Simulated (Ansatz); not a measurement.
```yaml
crystal:
  periodic: [false, false, false]
  atoms:
    - {symbol: C, position_ang: [-0.150548, -0.011168, -0.063786]}
    - {symbol: Cu, position_ang: [1.650777, -0.411322, 0.392383]}
    - {symbol: H, position_ang: [-0.701011, -0.838848, 0.397900]}
    - {symbol: H, position_ang: [-0.148210, -0.119403, -1.149777]}
    - {symbol: H, position_ang: [-0.598078, 0.943245, 0.218901]}
basis:
  gaussian: {orbitals: def2-TZVPP}
hamiltonian: {xc: pbe, dispersion: d4}
```

Geometry: moved along internal coordinates away from the minimum.

What structure does this define?

Formula CH3Cu. As SMILES it reads `[CH3][Cu]`. Coordination: 1 C tetrahedral.

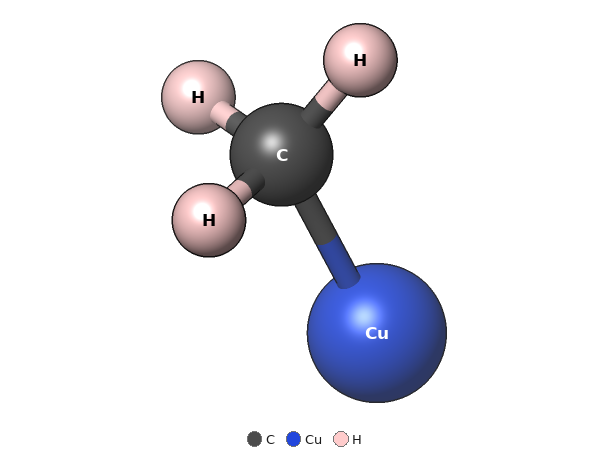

The picture comes from a calculation with Ansatz.
